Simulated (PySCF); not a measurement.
## Electronic structure of C$_{6}$H$_{16}$N$_{2}$Si in real space

```xyz
25

C     2.8383   -0.9046    0.4532
C     1.3705   -0.6240    0.7515
N     0.7748    0.1197   -0.3553
C     0.2277   -0.7170   -1.4079
C    -1.2064   -1.0459   -0.9568
C    -1.5777    0.1674   -0.0840
C    -2.1481   -0.2274    1.2767
N    -0.3279    0.9097    0.0634
Si   -0.1515    2.6108   -0.0915
H     2.9421   -1.5344   -0.4271
H     3.3030   -1.4091    1.2967
H     3.3588    0.0304    0.2674
H     0.8457   -1.5686    0.9597
H     1.2939    0.0129    1.6351
H     0.8419   -1.6018   -1.5684
H     0.2080   -0.1241   -2.3275
H    -1.2201   -1.9604   -0.3624
H    -1.8813   -1.1730   -1.7999
H    -2.3109    0.8000   -0.5966
H    -3.0815   -0.7719    1.1495
H    -1.4443   -0.8525    1.8214
H    -2.3391    0.6669    1.8647
H    -1.2500    3.1748    0.6982
H     1.1628    2.9058    0.4684
H    -0.2397    3.1404   -1.4621
```

Geometry: GFN2-xTB.

Level of theory: PBE0/pcSseg-1, SCF density, gas phase, non-relativistic (PySCF 2.14.0).

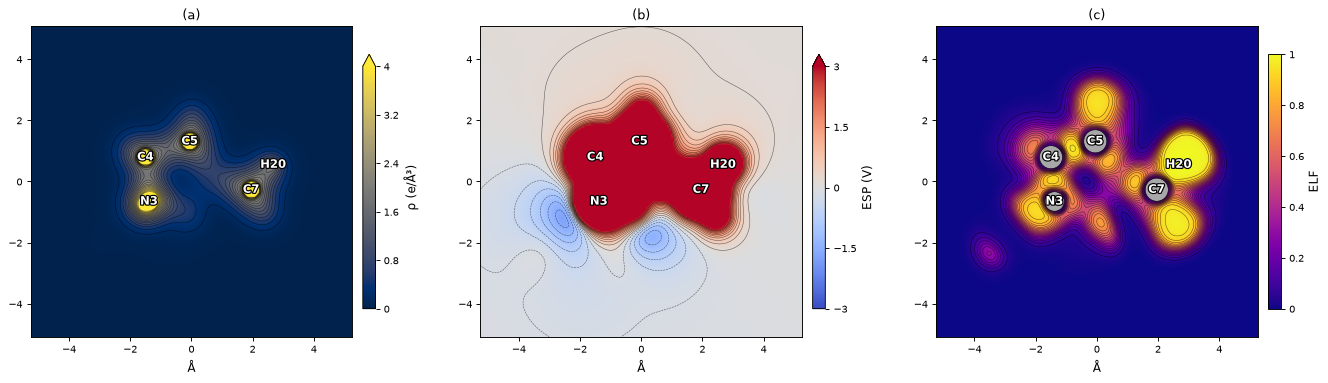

Figure 1. (a) electron density; (b) molecular electrostatic potential; (c) electron localisation function on the plane of atoms N3, C4 and C5. Grey discs cover the atomic cores in the ELF map.

What does the map show?

The section cuts through N, C and H sites. C–N (1.45 Å): the density is about 2 e/Å³ at the midpoint; the ELF peaks at about 0.95 between the atoms, as expected for localised, covalent bonding. C–C (1.54 Å): ρ is about 1.6 e/Å³ halfway; the ELF peaks at about 0.95 between the atoms (a covalent bond). C–H (1.09 Å): ρ at the midpoint is about 2 e/Å³; the ELF climbs to about 1 towards the hydrogen, as it does in any bond to H (a covalent bond by its length). The ELF also peaks beside N3, away from the bonds: lone-pair regions. Outside the dense part of the molecule the potential is most negative (−1.7 V) near N3.

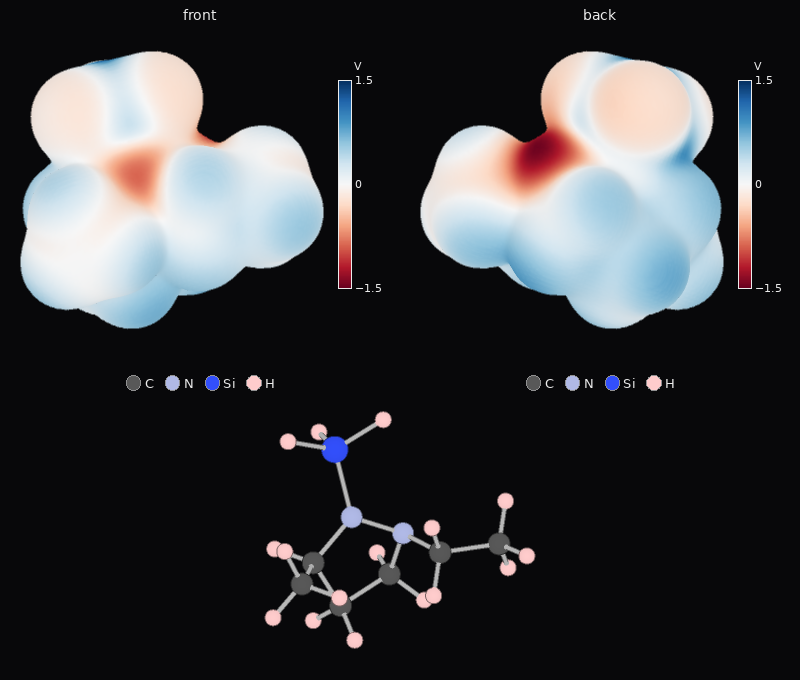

Figure 2. The electrostatic potential painted on the density surface at 0.002 e/bohr³, seen from the front and from behind; red is negative and blue positive. The bare structure is drawn below in the same view.

Describe the electrostatic potential map.

The most negative region (about −1.4 V) lies over N3, the most positive (about +1.0 V) over Si9. N3 is the likeliest acceptor of a hydrogen bond.
